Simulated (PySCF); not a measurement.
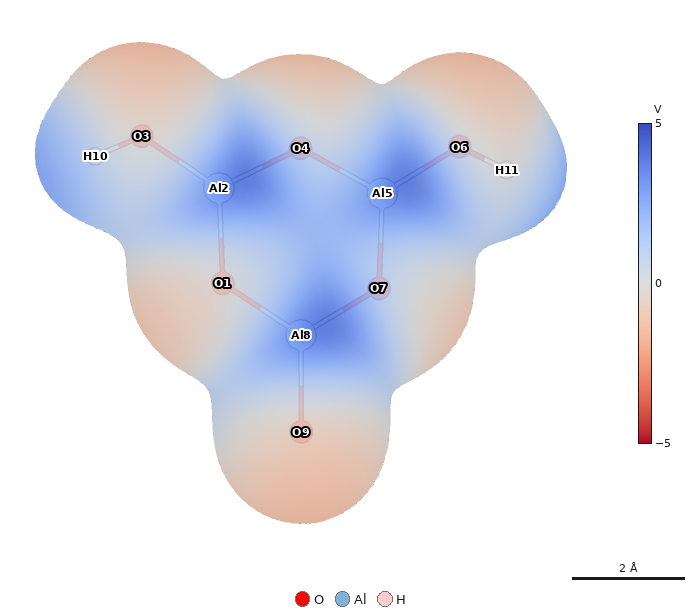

Figure 1: Al3H2O6 (doublet). The electrostatic potential painted on the density surface at 0.002 e/bohr³, seen at a tilt; the colour scale runs from red (negative) to blue (positive).

Geometry: PBE0-D3(BJ)/def2-SVP.

Level of theory: UKS B3LYP, IGLO-III on Al O, pcH-1 on H, non-relativistic, mean-field spin-orbit, GIAO (PySCF).

The calculation's input:

```
{"job": {"kind": "epr"}, "charge": 0, "multiplicity": 2}
O      0.042294    -1.130002     1.426896
Al     0.989976     0.292038     1.284137
O      2.087086     0.816304     2.455931
O      0.740408     1.158391    -0.160622
Al    -0.318874     0.744736    -1.427773
O     -0.457441     1.691658    -2.818860
O     -1.209991    -0.697083    -1.164355
Al    -1.058348    -1.650172     0.237662
O     -1.996813    -3.105192     0.445604
H      2.261948     0.353860     3.276644
H     -1.047199     1.496483    -3.548039
```

Run with:

```sh
OMP_NUM_THREADS=1 python cluster_run.py task.json out
```

> Where is the surface potential most negative and most positive?

The most negative region (about −1.4 V) lies over O3 and O6, the most positive (about +3.9 V) over Al2, Al5 and Al8.
